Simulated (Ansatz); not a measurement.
**Fields on a plane of HfO2 (tetragonal-ZrO2 type, space group P4_2/nmc)**

```yaml
crystal:
  lattice:
    - [3.56753, 0.00000, 0.00000]
    - [0.00000, 3.56753, 0.00000]
    - [0.00000, 0.00000, 5.16669]
  atoms:
    - { symbol: Hf, position: [0.00000, 0.00000, 0.00000] }
    - { symbol: Hf, position: [0.50000, 0.50000, 0.50000] }
    - { symbol: O, position: [0.00000, 0.50000, 0.20010] }
    - { symbol: O, position: [0.00000, 0.50000, 0.70010] }
    - { symbol: O, position: [0.50000, 0.00000, 0.29990] }
    - { symbol: O, position: [0.50000, 0.00000, 0.79990] }
```

The slice is a (010) plane (indices of the conventional cell) through the point (0.500, 0.000, 0.300) (fractional), spanned by u = [100] and v = [001] in vectors of this cell: u (3.57 Å) and v (5.17 Å, at 90° to u). It covers one period; positions are fractions (u, v).

Atoms on it: Hf at (0.50, 0.70); O at (0.00, 0.00); O at (0.00, 0.50).

The numbers are results of PBEsol (plane waves to 420 eV, PAW, scalar-relativistic; Ansatz, a program for electronic structure), not measurements. k mesh 9×9×7. Near the nuclei the fields are pseudised (PAW); where an atom keeps semicore shells as valence, they peak there. HfO2 is run without spin polarisation. HfO2 was relaxed with its symmetry unable to fall. Spin-orbit coupling is left out, though Hf is heavy. The PAW data are Ansatz's earlier set. This is a high-temperature form of HfO2.

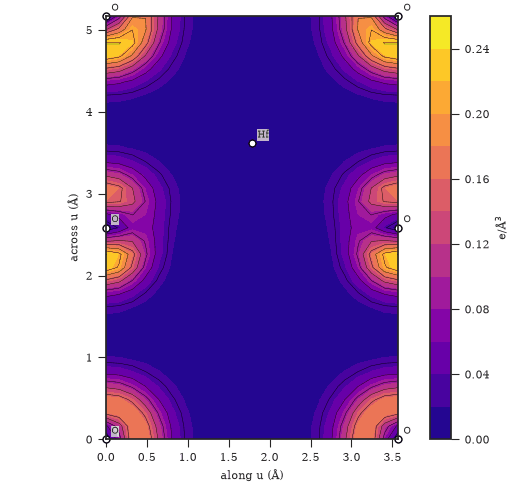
*Density of the highest valence band (whole band, smooth part) in e/Å³, one period of the plane, atoms marked. *

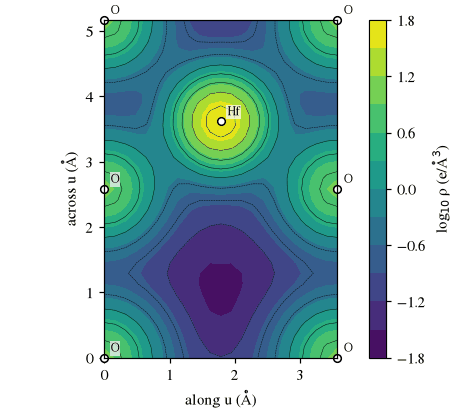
Figure. Log₁₀ of the valence density in e/Å³, one period of the plane, atoms marked. The scale is logarithmic, as a density can span decades between atoms and voids.

The density on the Hf–O line (2.06 Å) at its density minimum, 1.1 Å from Hf is 0.74 e/Å³. The ELF at that point is 0.3. Element round which the density of the highest valence band (whole band, smooth part) is largest on this plane: O. Element round which the density of the lowest conduction band (whole band as if filled, smooth part) is largest on this plane: Hf.
